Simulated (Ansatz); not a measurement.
Phonon calculation, with input and output: SiH2ClF

System: SiH2ClF.
Method: RKS BLYP-D4/def2-SVP (Ansatz 0.2.0).

It belongs to a series of runs on one base structure; here: vibrations at the highest image of the band. Figures and captions count atoms from 1; the log counts them from 0 in places.

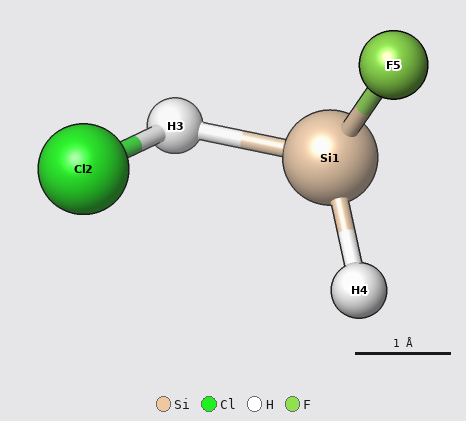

Figure 1. The input geometry (ball-and-stick view, seen at a tilt; atoms are numbered from 1 in the order of the input). Bond lengths as drawn: Cl–H 1.53 Å, F–Si 1.64 Å and H–Si 1.52 to 1.71 Å.

The input
```yaml
crystal:
  periodic: [false, false, false]
  atoms:
    - { symbol: Si, position_ang: [0.163553, 0.013487, -0.539475] }
    - { symbol: Cl, position_ang: [1.329515, 0.094079, 1.885489] }
    - { symbol: H, position_ang: [1.598113, -0.078904, 0.392099] }
    - { symbol: H, position_ang: [-0.781365, 1.16705, -0.226604] }
    - { symbol: F, position_ang: [-0.819216, -1.301711, -0.456808] }
basis:
  gaussian: { orbitals: def2-SVP }
hamiltonian:
  xc: blyp
  dispersion: d4
phonons: {}
```

Machine: 1 thread of Arm Neoverse V2, 24 GiB of memory available, shared host.

Command:
```bash
ansatz run input.yaml --threads 1 --pin off --max-ram 2048MiB --backend cpu --events-out ev --progress --plain --runs-dir out
```

Output
```
Engine: ansatz 0.2.0, aarch64-unknown-linux-gnu
Functional definition: BLYP
  parameter beta = 0.0042
  parameter a = 0.04918
  parameter b = 0.132
  parameter c = 0.2533
  parameter d = 0.349
  exchange = b88_x(beta = beta)
  correlation = lyp_c(a = a, b = b, c = c, d = d)
655 factors; their error is unknown
mean field evaluation 1: about -23138.4371 eV, gradient 3.4e1 eV
mean field evaluation 2: about -23126.8768 eV, gradient 9.1e1 eV
mean field evaluation 4: about -23140.2613 eV, gradient 7.4e0 eV
mean field evaluation 8: about -23140.4209 eV, gradient 9.7e-2 eV
mean field -23140.42092188 eV, -850.3947837386 hartree, gradient 5.4e-5 eV, S^2 0.000000; 0 other end points of the search recorded, 0 dependent functions left out
the calculation of the forces begins
reference -23140.42118994 eV, -850.3947935895 hartree; 21, 21 occupied and 39, 39 virtual orbitals, 655 factors
these checks for a lower state are left out or cut short: stability, starts, cluster_reference, orbital_swaps, neighbouring_geometries, increment
655 factors; their error is unknown
mean field evaluation 16: about -23140.4722 eV, gradient 1.5e-1 eV
mean field -23140.42084737 eV, -850.3947810004 hartree, gradient 2.8e-6 eV, S^2 0.000000; 0 other end points of the search recorded, 0 dependent functions left out
[... from here on the field's lines of each further geometry are left out, up to the last ...]
the calculation of the forces begins
reference -23140.42115348 eV, -850.3947922496 hartree; 21, 21 occupied and 39, 39 virtual orbitals, 655 factors
these checks for a lower state are left out or cut short: stability, starts, cluster_reference, orbital_swaps, neighbouring_geometries, increment
655 factors; their error is unknown
mean field evaluation 192: about -23140.4210 eV, gradient 4.3e-5 eV
mean field -23140.42095274 eV, -850.3947848724 hartree, gradient 1.2e-6 eV, S^2 0.000000; 0 other end points of the search recorded, 0 dependent functions left out
the calculation of the forces begins
reference -23140.42122078 eV, -850.3947947227 hartree; 21, 21 occupied and 39, 39 virtual orbitals, 655 factors
WARN: phonons: modes at or below zero, which the zero-point energy, F, S and C_V leave out: 1, the lowest at -446.98 cm⁻¹. A minimum has none, and a first-order saddle one
Total energy: -23140.61688429 eV, -850.4019852242 hartree
Atom 0 at     0.163553     0.013487    -0.539475 Å, force     0.001703     0.004147     0.001850 eV/Å
Atom 1 at     1.329515     0.094079     1.885489 Å, force     0.000292     0.000326     0.000287 eV/Å
Atom 2 at     1.598113    -0.078904     0.392099 Å, force     0.002022    -0.000115    -0.000080 eV/Å
Atom 3 at    -0.781365     1.167050    -0.226604 Å, force    -0.000309    -0.003780    -0.001329 eV/Å
Atom 4 at    -0.819216    -1.301711    -0.456808 Å, force    -0.003708    -0.000579    -0.000727 eV/Å
Dipole moment:     0.053928     0.176983    -0.297607 e Å
Vibrations: -446.98 125.99 336.41 579.46 653.64 818.05 900.34 1346.97 2045.66 cm⁻¹, zero-point energy 0.421950 eV
```

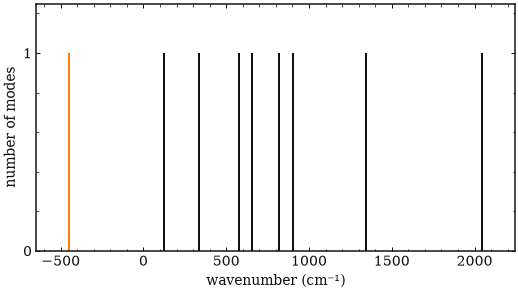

Figure 2. Harmonic vibrational wavenumbers from the force constants; neighbouring modes closer than 11 cm⁻¹ are counted in one stick, and imaginary ones are drawn at negative wavenumbers. 9 modes from 447i to 2046 cm⁻¹, 1 imaginary beyond 8i (447i cm⁻¹): a first-order saddle point, if the geometry is stationary.

Results in brief

- outcome: converged
- total energy: −23140.6169 eV
- mean-field energy: −23140.4212 eV
- largest force (length of the vector): 0.005 eV/Å
- wall time: 19 s
- peak memory: 0.09 GiB
